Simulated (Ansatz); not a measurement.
# Potassium, omega (AlB2-type) under PBEsol: ground state and equation of state, part 2 of 2

Aim: take potassium in the omega (AlB2-type) structure, relax it, solve it on a dense k-mesh, then scale the cell to 7 volumes from 88 to 112 % of the relaxed one and try a fit of the equation of state. Spin polarisation is left out. The k-meshes are 5×5×7 for the relaxation; 7×7×10 for the dense run; 6×6×8 for the volumes.

Ansatz 0.2.0; DFT, PBEsol, plane waves (420 eV) with PAW, scalar-relativistic.

## (6) The cell scaled to 96 % of its volume

The input, input.yaml:

```yaml
crystal:
  lattice:
    - [7.3655796801, 0.0, 0.0]
    - [-3.6827898401, 6.3787791165, 0.0]
    - [0.0, 0.0, 4.3795251489]
  atoms:
    - { symbol: K, position: [0.0, 1.0, 1.0] }
    - { symbol: K, position: [0.3333333333, 0.6666666667, 0.5] }
    - { symbol: K, position: [0.6666666667, 0.3333333333, 0.5] }
hamiltonian:
  xc: pbesol
  pseudopotentials:
    kind: paw
    azcp:
      K: "pseudopotentials/K.paw.azcp"
basis:
  ecutwfc: 420
  fft_grid_basis: typed
kpoints:
  mp_grid: { grid: [6, 6, 8], shift: [0, 0, 0] }
magnetization:
  spin_polarized: false
scf:
  occupations: { method: fermi_dirac, width: 0.1 }
  lower_state_search: "off"
output:
  stress: true
```

Launch:

```bash
$ ansatz run input.yaml --threads 2 --pin off --max-ram 5120MiB --backend cpu --events-out ev --progress --plain --runs-dir out
```

Standard output, shortened:

```text
Warning: <dir> the record states the generating functional pbe (its physics header spells it `PBE`), which answers neither for hamiltonian.xc's functional nor for the pbesol family's — results may be inconsistent (PPs are generated against a specific XC)
Warning: RAYON_NUM_THREADS=2 ignored (pool sized by the plan → 2); use --threads N
[...]
Pseudopotentials: kind: paw
Pseudopotential: K, paw, valence charge 9, recommended cutoff 420 eV (normal), <dir>
Functional definition: PBEsol
[...]
Crystal: 3 atoms, lattice volume = 205.765 Å³
Basis set: ecut = 420 eV, 4059 PW (Γ)
Bands: 18, of which v1, the nominal top of the filled ones, is band 14 counted from 1 (13 counted from 0)
Symmetry: 24 space group operations
Space group: P6/mmm (ITA 191), of the structure as read, at distance tolerance 5.9e-5 Å
k-points: 35 of 288
[...]
SCF iter   1: F=—  HF=-4548.088104 eV  |F-HF|=—  |Δ(HF+E_count)|=         —  Δρ=1.16e-3  dr2=1.20e-3  ethr=1.77e-3  ⟨swp⟩=6.3  Hψ=3451  notcnv=0
[...]
SCF iter   6: F=-4548.087534 eV  HF=-4548.087534 eV  |F-HF|=3.93e-9  |Δ(HF+E_count)|=   2.94e-8  Δρ=1.80e-6  dr2=1.71e-8  ethr=3.70e-10  ⟨swp⟩=4.0  Hψ=1882  notcnv=0
[...]
SCF converged after 6 iterations
Free energy (F): -4548.087534 eV
[...]
E sigma→0 (E₀):  -4548.048846 eV
Entropy (-TS):   -0.077376 eV (-25.792 meV/atom)
Fermi energy:    2.007618 eV
[...]
--- Stress (GPa, compression-positive) ---
        0.162380       0.000000      -0.000000
       -0.000000       0.162380      -0.000000
       -0.000000      -0.000000       0.177270
  P = ⅓ Tr σ = 0.1673 GPa (1.673 kbar)
```

Run time: 2.5 s. Hardware: 2 threads of Arm Neoverse V1, shared host; peak memory 0.42 GiB.

## (7) The cell scaled to 100 % of its volume

input.yaml: that of step 6 with these lines changed.

```diff
@@ -2,5 +2,5 @@
   lattice:
-    - [7.3655796801, 0.0, 0.0]
-    - [-3.6827898401, 6.3787791165, 0.0]
-    - [0.0, 0.0, 4.3795251489]
+    - [7.4664905715, 0.0, 0.0]
+    - [-3.7332452858, 6.466170512, 0.0]
+    - [0.0, 0.0, 4.4395261]
   atoms:
```

Launch:

```bash
$ ansatz run input.yaml --threads 2 --pin off --max-ram 5120MiB --backend cpu --events-out ev --progress --plain --runs-dir out
```

Standard output, shortened:

```text
Warning: <dir> the record states the generating functional pbe (its physics header spells it `PBE`), which answers neither for hamiltonian.xc's functional nor for the pbesol family's — results may be inconsistent (PPs are generated against a specific XC)
Warning: RAYON_NUM_THREADS=2 ignored (pool sized by the plan → 2); use --threads N
[...]
[... 3 set-up lines as earlier in the session ...]
[...]
Crystal: 3 atoms, lattice volume = 214.339 Å³
Basis set: ecut = 420 eV, 4215 PW (Γ)
Bands: 18, of which v1, the nominal top of the filled ones, is band 14 counted from 1 (13 counted from 0)
[... 2 set-up lines as earlier in the session ...]
k-points: 35 of 288
[...]
SCF iter   1: F=—  HF=-4548.092857 eV  |F-HF|=—  |Δ(HF+E_count)|=         —  Δρ=1.15e-3  dr2=1.29e-3  ethr=1.77e-3  ⟨swp⟩=6.3  Hψ=3524  notcnv=0
[...]
SCF iter   6: F=-4548.092089 eV  HF=-4548.092089 eV  |F-HF|=5.75e-10  |Δ(HF+E_count)|=   2.38e-8  Δρ=1.55e-6  dr2=9.16e-9  ethr=3.70e-10  ⟨swp⟩=4.0  Hψ=2085  notcnv=0
[...]
SCF converged after 6 iterations
Free energy (F): -4548.092089 eV
[...]
E sigma→0 (E₀):  -4548.052767 eV
Entropy (-TS):   -0.078643 eV (-26.214 meV/atom)
Fermi energy:    1.834941 eV
[...]
--- Stress (GPa, compression-positive) ---
        0.001474      -0.000000       0.000000
       -0.000000       0.001474       0.000000
        0.000000       0.000000       0.020915
  P = ⅓ Tr σ = 0.0080 GPa (0.080 kbar)
```

It took 2.6 s on 2 threads of Arm Neoverse V1, shared host; peak memory 0.42 GiB.

## (8) The cell scaled to 104 % of its volume

input.yaml: that of step 7 with these lines changed.

```diff
@@ -2,5 +2,5 @@
   lattice:
-    - [7.4664905715, 0.0, 0.0]
-    - [-3.7332452858, 6.466170512, 0.0]
-    - [0.0, 0.0, 4.4395261]
+    - [7.564745136, 0.0, 0.0]
+    - [-3.782372568, 6.5512614609, 0.0]
+    - [0.0, 0.0, 4.4979476168]
   atoms:
```

Launch:

```bash
$ ansatz run input.yaml --threads 2 --pin off --max-ram 5120MiB --backend cpu --events-out ev --progress --plain --runs-dir out
```

Standard output, shortened:

```text
Warning: <dir> the record states the generating functional pbe (its physics header spells it `PBE`), which answers neither for hamiltonian.xc's functional nor for the pbesol family's — results may be inconsistent (PPs are generated against a specific XC)
Warning: RAYON_NUM_THREADS=2 ignored (pool sized by the plan → 2); use --threads N
[...]
[... 3 set-up lines as earlier in the session ...]
[...]
Crystal: 3 atoms, lattice volume = 222.912 Å³
Basis set: ecut = 420 eV, 4395 PW (Γ)
Bands: 18, of which v1, the nominal top of the filled ones, is band 14 counted from 1 (13 counted from 0)
[... 1 set-up line as earlier in the session ...]
Space group: P6/mmm (ITA 191), of the structure as read, at distance tolerance 6.1e-5 Å
k-points: 35 of 288
[...]
SCF iter   1: F=—  HF=-4548.089316 eV  |F-HF|=—  |Δ(HF+E_count)|=         —  Δρ=1.12e-3  dr2=1.39e-3  ethr=1.77e-3  ⟨swp⟩=6.4  Hψ=3539  notcnv=0
[...]
SCF iter   6: F=-4548.088880 eV  HF=-4548.088880 eV  |F-HF|=4.45e-9  |Δ(HF+E_count)|=   3.67e-8  Δρ=1.58e-6  dr2=1.85e-8  ethr=3.70e-10  ⟨swp⟩=4.0  Hψ=2097  notcnv=0
[...]
SCF converged after 6 iterations
Free energy (F): -4548.088880 eV
[...]
E sigma→0 (E₀):  -4548.048914 eV
Entropy (-TS):   -0.079931 eV (-26.644 meV/atom)
Fermi energy:    1.676238 eV
[...]
--- Stress (GPa, compression-positive) ---
       -0.131707      -0.000000       0.000000
       -0.000000      -0.131707       0.000000
        0.000000       0.000000      -0.108322
  P = ⅓ Tr σ = -0.1239 GPa (-1.239 kbar)
```

It took 2.7 s on 2 threads of Arm Neoverse V1, shared host; peak memory 0.43 GiB.

## (9) The cell scaled to 108 % of its volume

input.yaml: that of step 8 with these lines changed.

```diff
@@ -2,5 +2,5 @@
   lattice:
-    - [7.564745136, 0.0, 0.0]
-    - [-3.782372568, 6.5512614609, 0.0]
-    - [0.0, 0.0, 4.4979476168]
+    - [7.66051157, 0.0, 0.0]
+    - [-3.830255785, 6.6341976256, 0.0]
+    - [0.0, 0.0, 4.5548897074]
   atoms:
@@ -27 +27,5 @@
   stress: true
+  write_density: true
+  write_potential: true
+  elf: true
+  volumetric_format: npy
```

Launch:

```bash
$ ansatz run input.yaml --threads 2 --pin off --max-ram 5120MiB --backend cpu --events-out ev --progress --plain --runs-dir out
```

Standard output, shortened:

```text
Warning: <dir> the record states the generating functional pbe (its physics header spells it `PBE`), which answers neither for hamiltonian.xc's functional nor for the pbesol family's — results may be inconsistent (PPs are generated against a specific XC)
Warning: RAYON_NUM_THREADS=2 ignored (pool sized by the plan → 2); use --threads N
[...]
[... 3 set-up lines as earlier in the session ...]
[...]
Crystal: 3 atoms, lattice volume = 231.486 Å³
Basis set: ecut = 420 eV, 4485 PW (Γ)
Bands: 18, of which v1, the nominal top of the filled ones, is band 14 counted from 1 (13 counted from 0)
[... 2 set-up lines as earlier in the session ...]
k-points: 35 of 288
[...]
SCF iter   1: F=—  HF=-4548.079258 eV  |F-HF|=—  |Δ(HF+E_count)|=         —  Δρ=1.09e-3  dr2=1.39e-3  ethr=1.77e-3  ⟨swp⟩=6.4  Hψ=3521  notcnv=0
[...]
SCF iter   6: F=-4548.079234 eV  HF=-4548.079234 eV  |F-HF|=1.09e-8  |Δ(HF+E_count)|=   2.27e-8  Δρ=1.97e-6  dr2=3.47e-8  ethr=3.70e-10  ⟨swp⟩=9.7  Hψ=4102  notcnv=0
[...]
SCF converged after 6 iterations
Free energy (F): -4548.079234 eV
[...]
E sigma→0 (E₀):  -4548.038617 eV
Entropy (-TS):   -0.081233 eV (-27.078 meV/atom)
Fermi energy:    1.529919 eV
[...]
--- Stress (GPa, compression-positive) ---
       -0.242097       0.000000       0.000000
        0.000000      -0.242097      -0.000000
        0.000000      -0.000000      -0.215359
  P = ⅓ Tr σ = -0.2332 GPa (-2.332 kbar)
--- Band table (eV; the first three rows and the last of 35) ---
  k-point 0: bands = ["-30.5348", "-30.5304", "-30.4535", "-14.1003", "-14.1003", "-14.0595", "-14.0595", "-14.0556", "-14.0467", "-13.9913", "-13.9913", "-13.9772", "-0.5635", "2.6518", "2.6518", "2.6561", "2.6561", "2.9592"]
[...]
```

It took 4.2 s on 2 threads of Arm Neoverse V1, shared host; peak memory 0.45 GiB.

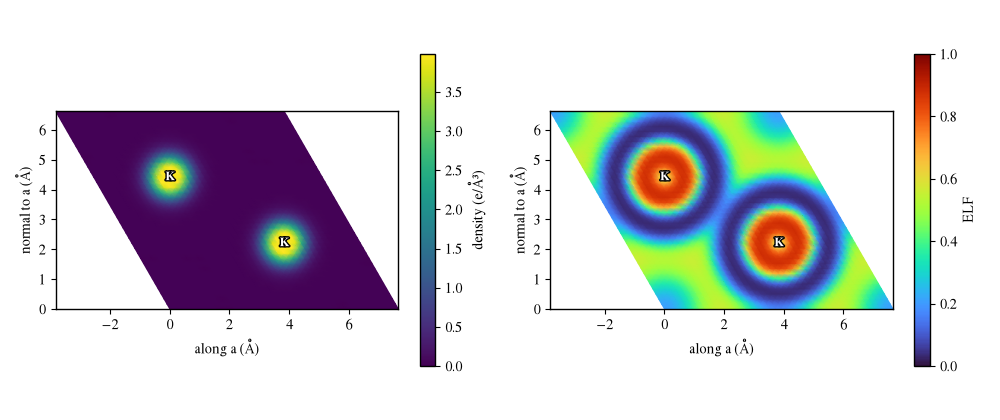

Density (left) and ELF (right) in a lattice plane of the grid's cell (edges 7.66 and 7.66 Å, at 0.500 of the third edge), which holds K. Only atoms in the plane are labelled. Both are smooth fields of the valence electrons: close to the nuclei they are not physical.

## (10) The cell scaled to 112 % of its volume

input.yaml: that of step 9 with these lines changed.

```diff
@@ -2,5 +2,5 @@
   lattice:
-    - [7.66051157, 0.0, 0.0]
-    - [-3.830255785, 6.6341976256, 0.0]
-    - [0.0, 0.0, 4.5548897074]
+    - [7.7539416508, 0.0, 0.0]
+    - [-3.8769708254, 6.715110449, 0.0]
+    - [0.0, 0.0, 4.6104426179]
   atoms:
@@ -27,5 +27 @@
   stress: true
-  write_density: true
-  write_potential: true
-  elf: true
-  volumetric_format: npy
```

Launch:

```bash
$ ansatz run input.yaml --threads 2 --pin off --max-ram 5120MiB --backend cpu --events-out ev --progress --plain --runs-dir out
```

Standard output, shortened:

```text
Warning: <dir> the record states the generating functional pbe (its physics header spells it `PBE`), which answers neither for hamiltonian.xc's functional nor for the pbesol family's — results may be inconsistent (PPs are generated against a specific XC)
Warning: RAYON_NUM_THREADS=2 ignored (pool sized by the plan → 2); use --threads N
[...]
[... 3 set-up lines as earlier in the session ...]
[...]
Crystal: 3 atoms, lattice volume = 240.059 Å³
Basis set: ecut = 420 eV, 4677 PW (Γ)
Bands: 18, of which v1, the nominal top of the filled ones, is band 14 counted from 1 (13 counted from 0)
[... 1 set-up line as earlier in the session ...]
Space group: P6/mmm (ITA 191), of the structure as read, at distance tolerance 6.2e-5 Å
k-points: 35 of 288
[...]
SCF iter   1: F=—  HF=-4548.064056 eV  |F-HF|=—  |Δ(HF+E_count)|=         —  Δρ=1.07e-3  dr2=1.39e-3  ethr=1.77e-3  ⟨swp⟩=6.5  Hψ=3532  notcnv=0
[...]
SCF iter   6: F=-4548.064255 eV  HF=-4548.064255 eV  |F-HF|=1.10e-8  |Δ(HF+E_count)|=   2.02e-8  Δρ=1.92e-6  dr2=3.55e-8  ethr=3.70e-10  ⟨swp⟩=4.0  Hψ=2109  notcnv=0
[...]
SCF converged after 6 iterations
Free energy (F): -4548.064255 eV
[...]
E sigma→0 (E₀):  -4548.022983 eV
Entropy (-TS):   -0.082544 eV (-27.515 meV/atom)
Fermi energy:    1.394607 eV
[...]
--- Stress (GPa, compression-positive) ---
       -0.333658       0.000000       0.000000
        0.000000      -0.333658       0.000000
        0.000000       0.000000      -0.304079
  P = ⅓ Tr σ = -0.3238 GPa (-3.238 kbar)
```

Run time: 2.9 s. Hardware: 2 threads of Arm Neoverse V1, shared host; peak memory 0.44 GiB.

## (11) Fitting the volumes

The cell was scaled evenly, with its shape and the fractional positions fixed.

| V (Å³/atom) | E − E₀ (meV/atom) | P from the stress (GPa) | P from the fit (GPa) |
| --- | --- | --- | --- |
| 62.873 | 14.0 | 0.60 | 0.58 |
| 65.730 | 5.8 | 0.36 | 0.35 |
| 68.588 | 1.3 | 0.17 | 0.16 |
| 71.446 | 0.0 | 0.01 | 0.00 |
| 74.304 | 1.3 | -0.12 | -0.14 |
| 77.162 | 4.7 | -0.23 | -0.25 |
| 80.020 | 9.9 | -0.32 | -0.34 |

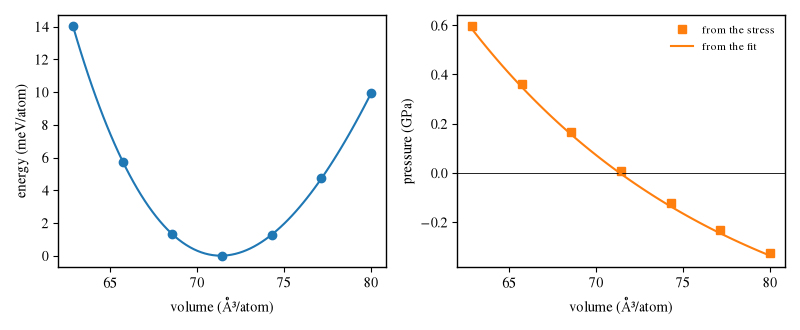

Energy and pressure against volume; the lines are the Birch-Murnaghan fit.

A third-order Birch-Murnaghan fit gives V₀ = 71.368 Å³/atom, B₀ = 3.6 GPa and B₀′ = 3.7; it misses no point by more than 0.01 meV/atom.

## (12) Results

This closing draws on all 2 parts.

```
                      quantity                                   value
space group (spins left aside)                        P6/mmm (No. 191)
             conventional cell  a = 7.466 Å, c = 4.440 Å (c/a = 0.595)
                        volume                          71.446 Å³/atom
             shortest distance                                 4.311 Å
               gap on the mesh            none (levels filled in part)
               relative to bcc                            +11 meV/atom
                   V₀, B₀, B₀′            71.368 Å³/atom, 3.6 GPa, 3.7
```

What this shows: The relaxation enlarged the cell by 0.2 % in volume. It lies 11 meV/atom above the element's reference form at the same level (bcc, from a run of its own). Levels at the Fermi energy are filled in part, as in a metal. B₀ comes out at 3.6 GPa, a soft solid; letting shape and positions relax at each volume could only lower it. The symmetry was held, so the structure may be unstable against distortions that break it.
